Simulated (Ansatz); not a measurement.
Converging the plane-wave cutoff: K (Im-3m, 1 atom in the cell)

```xyz
1
Lattice="-2.6532 2.6532 2.6532 2.6532 -2.6532 2.6532 2.6532 2.6532 -2.6532" Properties=species:S:1:pos:R:3 pbc="T T T"
K      0.0000     0.0000     0.0000
```

Method: PBE (plane waves, PAW; Ansatz, a first-principles code).

Base settings: basis.ecutwfc = 420 eV; kpoints.mp_grid.grid = 9 9 9; hamiltonian.xc = pbe; hamiltonian.pseudopotentials = {kind: paw} (the program's default PAW files); scf.occupations.method = fermi_dirac; scf.occupations.width = 0.1 eV.

The second cell is the first with its lattice scaled by 0.98.

The mesh stays at the base's, so the ladder's end is converged at best in this setting alone.

The first pressure column holds Ansatz's estimate of the finite-basis (Pulay) stress, which hides part of the cutoff error; the other is without it.

Only quantities that move along the ladder and can be compared are tabulated.

The count of work is k-points × plane waves × bands × iterations; it is no time. 

The starting cell has typed, rounded lattice constants, without a prior relaxation at this level. Its lattice was rescaled by up to half a per cent.

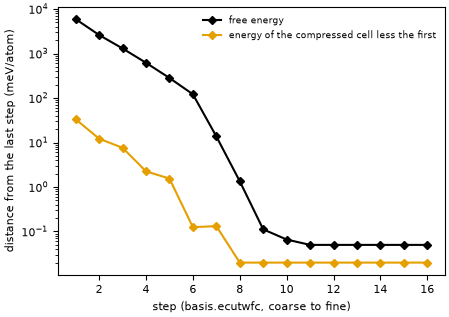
Figure. Distance from the last step along the ladder; very small values are drawn at a floor.

```csv
basis.ecutwfc,free energy less the last step's (meV/atom),energy of the compressed cell less the first (meV/atom),pressure (GPa),pressure without the Pulay estimate (GPa),count of work / last
145 eV,5918.24,35.20,-0.21,-39.81,0.069
170 eV,2605.99,-10.26,0.10,-21.51,0.068
190 eV,1298.70,-5.69,0.06,-12.62,0.079
210 eV,618.36,-0.34,0.02,-7.06,0.098
230 eV,282.05,3.46,-0.02,-3.78,0.11
250 eV,121.33,2.03,0.00,-1.92,0.12
295 eV,13.70,1.78,-0.04,-0.35,0.16
335 eV,1.35,1.90,-0.04,-0.08,0.19
380 eV,0.11,1.92,-0.04,-0.04,0.23
420 eV,0.07,1.91,-0.04,-0.04,0.27
460 eV,0.05,1.91,-0.04,-0.04,0.32
505 eV,0.03,1.91,-0.04,-0.04,0.36
565 eV,0.02,1.91,-0.04,-0.04,0.41
630 eV,0.02,1.91,-0.04,-0.04,0.49
735 eV,0.01,1.91,-0.04,-0.04,0.62
840 eV,0.01,1.91,-0.04,-0.04,0.75
1010 eV,0.00,1.91,-0.04,-0.04,1.0
```

Coarsest basis.ecutwfc that holds the pressure without the Pulay estimate within 1 GPa of the last step, with all finer ones: 295 eV, at 0.16 of the last step's count of work; the step before is off by 1.9 GPa.

Coarsest basis.ecutwfc that holds the pressure within 0.05 GPa of the last step, with all finer ones: 230 eV, at 0.11 of the last step's count of work; the step before is off by 0.06 GPa.

Coarsest basis.ecutwfc that holds the energy of the compressed cell less the first within 0.5 meV/atom of the last step, with all finer ones: 250 eV, at 0.12 of the last step's count of work; the step before is off by 1.5 meV/atom.

The energy difference between the two cells stays within 1 meV/atom of the last step's from 250 eV on, the total only from 380 eV on: much of the error is common to both cells and cancels.

At the lowest cutoff the pressure without the Pulay estimate lies 39.8 GPa under the last step's, the usual sign of Pulay stress in an incomplete plane-wave basis.

Keys are those of Ansatz 0.2.
